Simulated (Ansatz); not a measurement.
A series of calculations on CH10O2Si3

### Relaxation

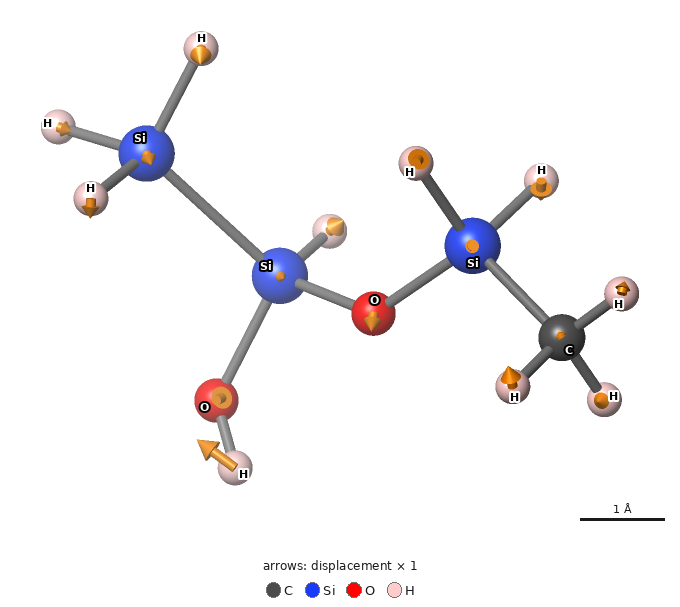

A relaxation of CH₁₀O₂Si₃. The starting structure is drawn; orange arrows show the displacements, at their true length. The two geometries are superimposed by the best rigid fit.

The picture is a ball-and-stick view, seen at a tilt.

The run prepares an end point of a later path (hydrogen shift) calculation, from a guessed geometry.

Computed with RKS PBE0/STO-3G (Ansatz 0.2.0). (no spin polarisation; force threshold 0.02 eV/Å; at most 50 steps)

### Atoms of which element are displaced furthest, and by how much?

Hydrogen: up to 0.58 Å, against 0.37 Å for oxygen.

### Describe the change and its energy.

An H atom moves most after the best rigid fit: 0.58 Å. By element the largest moves are H 0.58 Å, O 0.37 Å, Si 0.18 Å, C 0.08 Å. Near-neighbour distances that change, for instance: C–H 1.019 → 1.094 Å, Si–Si 2.327 → 2.273 Å, O–Si 1.651 → 1.697 Å, H–Si 1.498 → 1.452 Å. Bond angles that change, for instance: Si–O–Si 134.4° → 118.2°, Si–O–H 119.3° → 104.1°, C–Si–O 114.1° → 107.4°. Groups turn about O–Si by about 45°. After 15 accepted moves (16 points after the start) the energy has fallen by 71.0 kJ/mol. Largest force component: 4.3 eV/Å at the start, 0.018 eV/Å at the end. The line search rejected the trial step at point 6 of the run. The forces were under the threshold at step 10, but the run went on from there.

Limits of the set-up: STO-3G is a minimal basis, so the numbers are rough.

### Relaxation

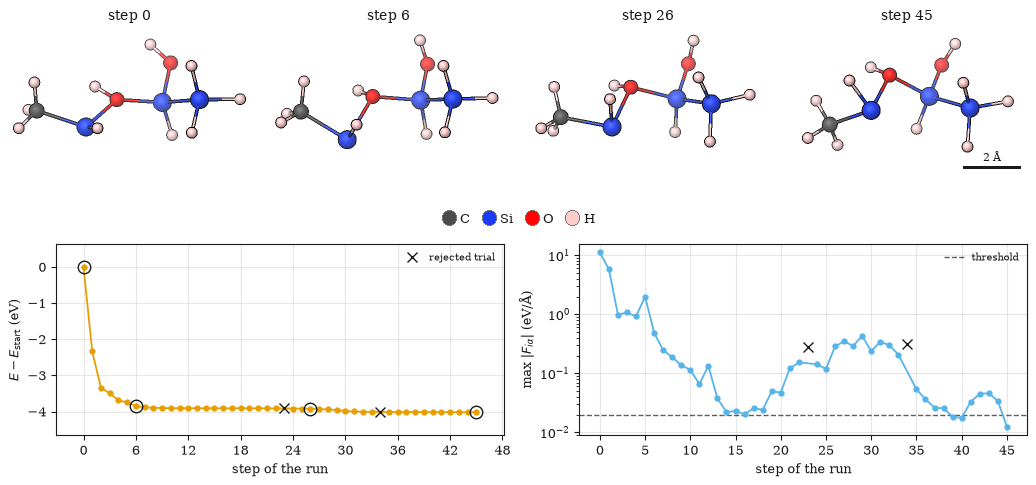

Frames of a relaxation of CH10O2Si3, marked on the history of the run. The picture is a ball-and-stick view, seen from a free direction.

The run prepares an end point of a later path (hydrogen shift) calculation, from a guessed geometry.

Computed with RKS PBE0/STO-3G in Ansatz 0.2.0.

Input file:
```yaml
crystal:
  periodic: [false, false, false]
  atoms:
    - { symbol: C, position_ang: [0.7032, -1.4685, -2.6502] }
    - { symbol: Si, position_ang: [0.9928, -0.5405, -1.0798] }
    - { symbol: O, position_ang: [-0.3559, 0.2872, -0.5114] }
    - { symbol: Si, position_ang: [-0.6293, 1.3281, 0.74] }
    - { symbol: O, position_ang: [-2.2922, 1.75, 0.5391] }
    - { symbol: Si, position_ang: [-0.3342, 0.3438, 2.8276] }
    - { symbol: H, position_ang: [0.3809, -0.723, -3.4451] }
    - { symbol: H, position_ang: [-0.1117, -2.1376, -2.5467] }
    - { symbol: H, position_ang: [1.5454, -1.9429, -2.9715] }
    - { symbol: H, position_ang: [1.421, -1.5083, -0.0191] }
    - { symbol: H, position_ang: [-0.7904, 0.095, -1.37994] }
    - { symbol: H, position_ang: [0.1453, 2.5474, 0.6352] }
    - { symbol: H, position_ang: [-2.8251, 1.286, -0.138] }
    - { symbol: H, position_ang: [1.0728, -0.0448, 2.9838] }
    - { symbol: H, position_ang: [-0.6802, 1.2456, 3.9411] }
    - { symbol: H, position_ang: [-1.1533, -0.8701, 2.9868] }
basis:
  gaussian: { orbitals: STO-3G }
hamiltonian:
  xc: pbe0
relax:
  f_tol: 0.02
  max_steps: 50
output:
  orbitals: {}
```

Command:
```bash
ansatz run input.yaml --threads 1 --pin off --max-ram 2048MiB --backend cpu --events-out ev --progress --plain --runs-dir out
```

**Describe the path.**

The largest move after the best rigid fit is that of H10, 1.92 Å. By element the largest moves are H 1.92 Å, Si 1.13 Å, O 0.99 Å, C 0.76 Å. Near-neighbour distances that change, for instance: Si2–H11 1.917 → 2.513 Å, Si2–O3 1.681 → 1.911 Å, O3–Si4 1.651 → 1.759 Å, C1–H9 1.019 → 1.096 Å. Among the angles between lasting bonds that change: Si2–O3–Si4 134.4° → 106.0°, Si2–O3–H11 87.7° → 115.1°, Si4–O3–H11 135.6° → 110.9°. Groups turn about Si4–O5 by about 70°, Si4–Si6 by about 35°. The energy falls by 4.016 eV in 43 accepted moves (45 points after the start). Largest force component: 11 eV/Å at the start, 0.012 eV/Å at the end. The line search rejected the trial steps at points 23, 34 of the run. The forces were under the threshold at step 39, but the run went on from there. From step 0 to 6: H13 moves most (0.61 Å), energy −3.849 eV. From step 6 to 26: H10 moves most (0.96 Å), energy −0.072 eV. From step 26 to 45: H atoms move most (1.00 Å), energy −0.095 eV.

Limits of the set-up: STO-3G is a minimal basis, so the numbers are rough.

### Path

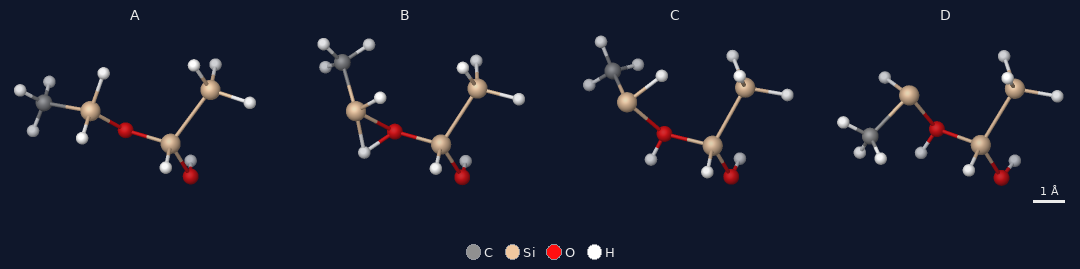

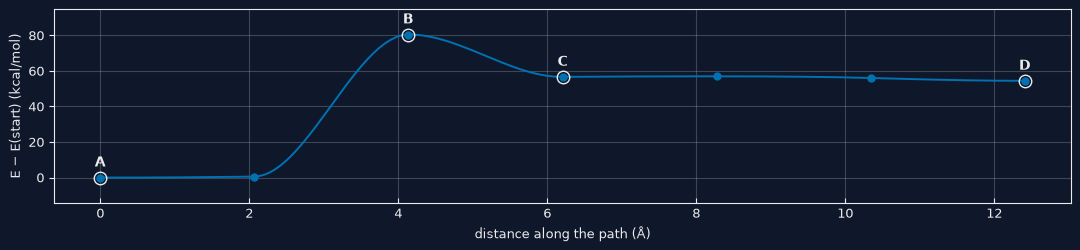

A nudged-elastic-band calculation for CH10O2Si3. Images are numbered from 0 (start) to 6 (end). Frames A to D are images 0, 2, 3, 6. Style: ball-and-stick. Shown at a tilt.

Method: Ansatz, RKS PBE0/STO-3G. Settings: 5 movable images; climbing image; force threshold 0.05 eV/Å; iteration limit 60; starting path through a guess of the saddle point.

**Describe the mechanism and the energy profile.**

The path has more than one stage, and so few images may leave a stage unresolved. Breaking: H–Si (1.45 → 2.51 Å). Forming: H–O (2.60 → 1.01 Å). Forward barrier 80.5 kcal/mol, backward barrier 26.1 kcal/mol, with image 2 at the top; the reaction energy is +54.5 kcal/mol. The band converged in 25 iterations. The largest component of the band force went from 21 to 0.036 eV/Å. The climbing image converged on the top of the path. Its vibrational analysis gives 2 imaginary modes over 30i cm⁻¹, so it isn't confirmed as a transition state.

Limits of the set-up: STO-3G is a minimal basis, so the numbers are rough.
